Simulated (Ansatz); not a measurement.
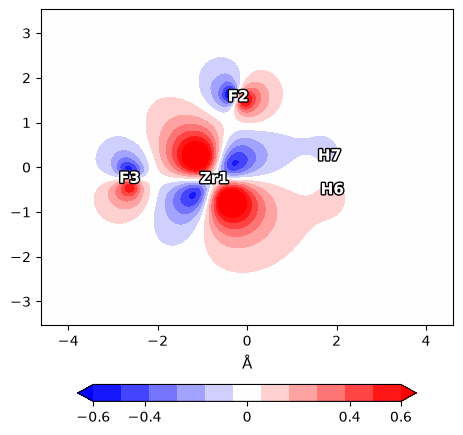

Figure 1: F₄Zr···H₂. One frontier orbital on the plane of atoms F2, Zr1 and F3 (values in Å⁻³ᐟ²; the overall sign is arbitrary).

Core potentials replace the inner electrons of Zr.

Theory: RKS r2SCANh-D4/def2-SVP (Ansatz).

```csv
atom,x (Å),y (Å),z (Å)
Zr,0.1245,0.0038,0.0697
F,0.3867,0.0128,1.9562
F,1.8540,0.0108,-0.7018
F,-0.7458,1.5711,-0.5620
F,-0.7280,-1.5776,-0.5513
H,-2.3899,-0.0192,0.9316
H,-2.0230,-0.0018,1.5953
```

Which orbital is it: HOMO or LUMO?

Answer. The LUMO, at −1.61 eV. It lies mainly on Zr1 (about 75 %), F2 (about 5 %) and F3 (about 5 %).
